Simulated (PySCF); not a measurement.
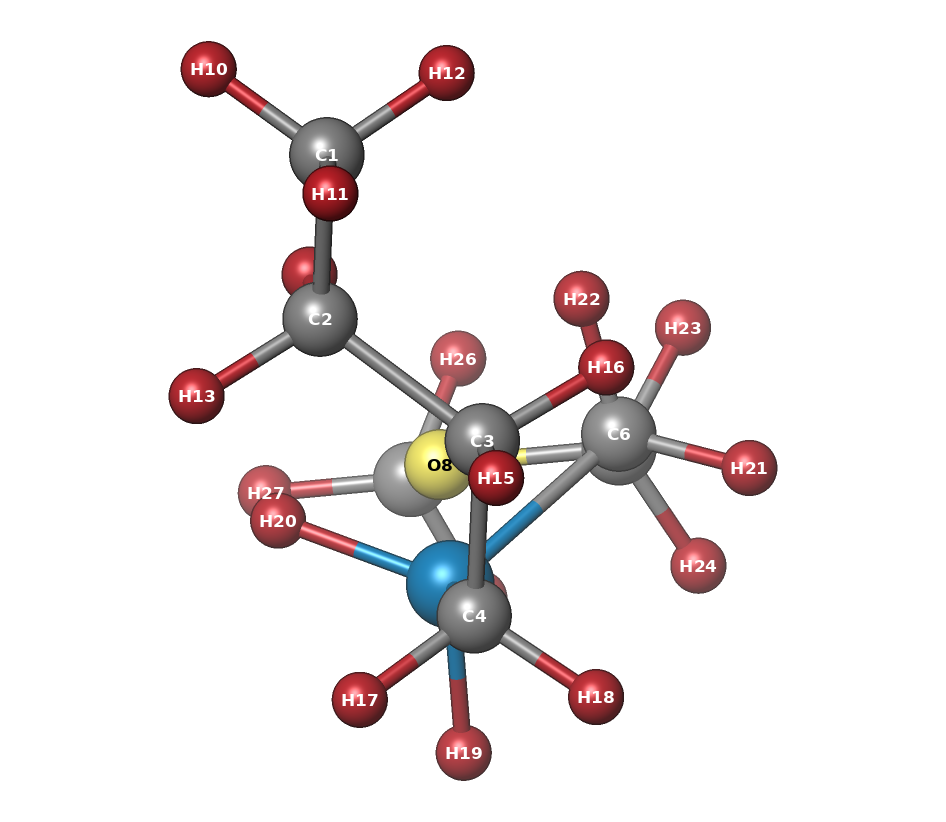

P5 lies behind C4. The molecule seen nearly along the C4–P5 bond, C4 in front. Distant atoms are faded towards the background colour. The species has charge +1 and is a spin singlet. The geometry was computed by an optimisation with PBE0-D3(BJ)/def2-SVP. No frequency run is at hand to confirm it as a minimum.

Q: What is the torsion angle C3–C4–P5–C6? The sign is positive where the front bond must turn clockwise to cover the back bond.

A: 52°, synclinal (gauche). The bonds about C4–P5 are staggered.
